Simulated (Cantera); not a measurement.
Charge: 1 mol Si2Cl6, 5.9 mol NH3, 8.1 mol N2, held at 143 Torr.

Cantera equilibrium calculation (NASA polynomials, part measured and part estimated; ideal gas, pure solids and liquids). Candidate condensed phases: NH4Cl, Si, Si3N4; 28 gas species. The feed counts by its element totals alone. The tables' values for SiCl3, SiCl are old estimates; treat these amounts as uncertain. Kinetics and transport are ignored.

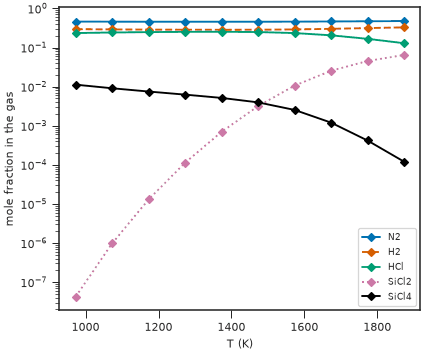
*Equilibrium gas composition (values under 1e-9 drawn at 1e-9)*

Task: Read off the mole fractions at 1773 K.

Result: N2 about 0.47, H2 about 0.31, HCl about 0.17, SiCl2 about 0.045, SiCl4 about 0.00042.
